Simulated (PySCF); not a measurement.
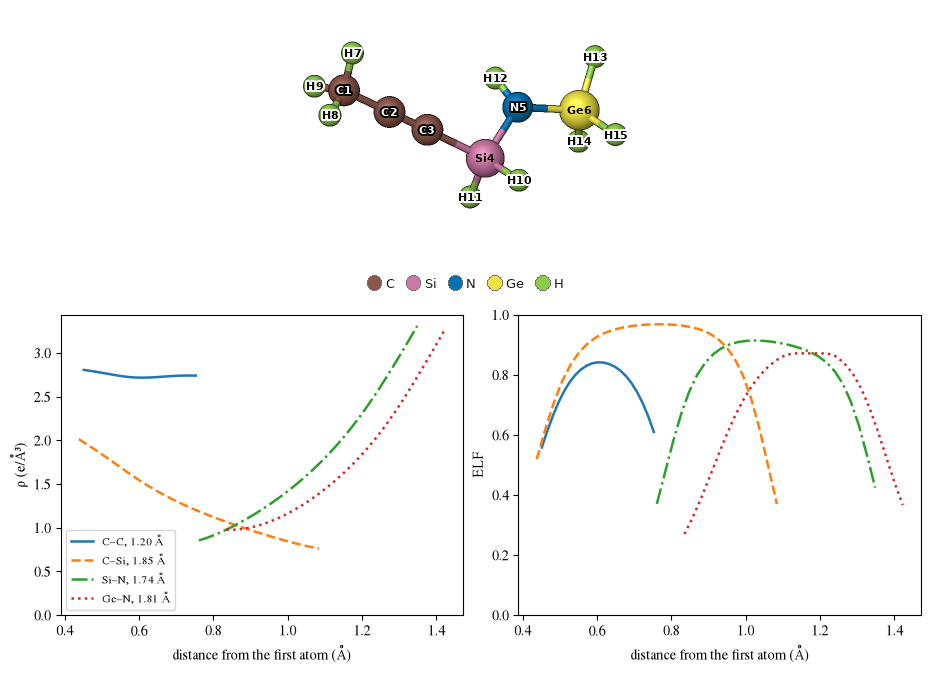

C3H9GeNSi (SMILES CC#C[SiH2][NH][GeH3]). Electron density and electron localisation function along straight lines between neighbouring atoms. The curves leave out the atomic cores. The structure is drawn too.

Geometry: GFN2-xTB.

All numbers below come from PBE0/def2-SVPD, SCF density, gas phase in PySCF 2.14.0.

```yaml
atoms:
  - { symbol: C, position_ang: [3.7334, -0.1605, -0.0810] }
  - { symbol: C, position_ang: [2.3386, -0.0631, -0.4519] }
  - { symbol: C, position_ang: [1.1752, 0.0161, -0.7550] }
  - { symbol: Si, position_ang: [-0.5974, 0.1462, -1.2515] }
  - { symbol: N, position_ang: [-1.4901, -0.0128, 0.2333] }
  - { symbol: Ge, position_ang: [-3.2821, 0.1249, 0.4142] }
  - { symbol: H, position_ang: [3.9001, 0.3285, 0.8789] }
  - { symbol: H, position_ang: [4.3531, 0.3227, -0.8362] }
  - { symbol: H, position_ang: [4.0263, -1.2074, 0.0000] }
  - { symbol: H, position_ang: [-0.9199, 1.4655, -1.8055] }
  - { symbol: H, position_ang: [-0.9085, -0.9205, -2.2208] }
  - { symbol: H, position_ang: [-1.0265, -0.5560, 0.9448] }
  - { symbol: H, position_ang: [-3.5858, 0.0793, 1.8792] }
  - { symbol: H, position_ang: [-4.0231, -0.9826, -0.2881] }
  - { symbol: H, position_ang: [-3.6979, 1.4278, -0.1880] }
```

What can be read from the curves?

Answer. C–C (1.20 Å): ρ is about 2.7 e/Å³ halfway; the ELF peaks at about 0.85 between the atoms; a short, multiple covalent bond.
C–Si (1.85 Å): the density is about 0.94 e/Å³ at the midpoint; the ELF peaks at about 0.95 between the atoms, as expected for localised, covalent bonding.
Si–N (1.74 Å): ρ is about 1.1 e/Å³ halfway; the ELF peaks at about 0.90 between the atoms; a polar covalent bond.
Ge–N (1.81 Å): ρ is about 1 e/Å³ halfway; the ELF peaks at about 0.85 in the valence shell of N, 0.7 Å from its nucleus, and is about 0.45 at the midpoint.
